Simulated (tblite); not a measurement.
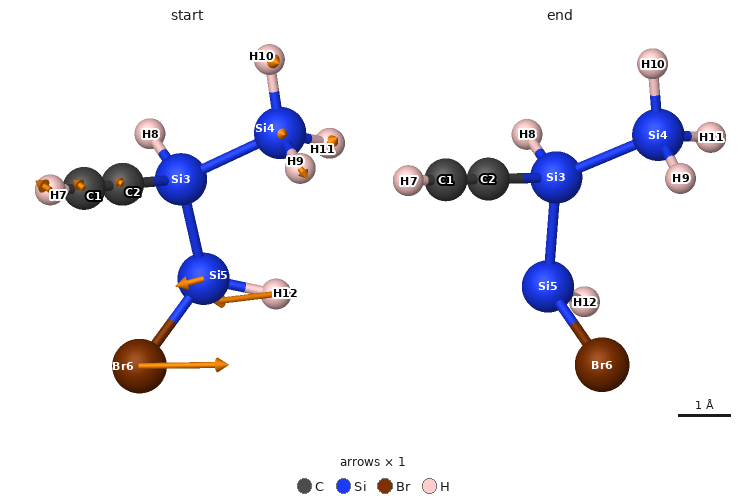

The structure of C$_{2}$H$_{6}$BrSi$_{3}$ (multiplicity 2) before (left) and after (right) a relaxation, at one scale. The orange arrows give the displacements, at their true length.

The picture is a ball-and-stick view, seen at a tilt.

Method: GFN2-xTB geometry optimisation, gas phase (tblite). 

**Describe what moved and what it gained.**

After 130 geometry steps the energy has fallen by 10.7 kcal/mol. The largest move after the best rigid fit is that of Br6, 1.87 Å. By element the largest moves are Br 1.87 Å, H 1.63 Å, Si 0.58 Å, C 0.31 Å. Some distances before and after: Si3–Si5 2.188 → 2.310 Å, Si3–Si4 2.248 → 2.328 Å, Si5–Br6 2.217 → 2.279 Å, C2–Si3 1.807 → 1.855 Å. Bond angles that change, for instance: Br6–Si5–H12 115.5° → 97.7°, Si4–Si3–Si5 108.4° → 122.4°, C2–Si3–Si5 113.8° → 101.9°.
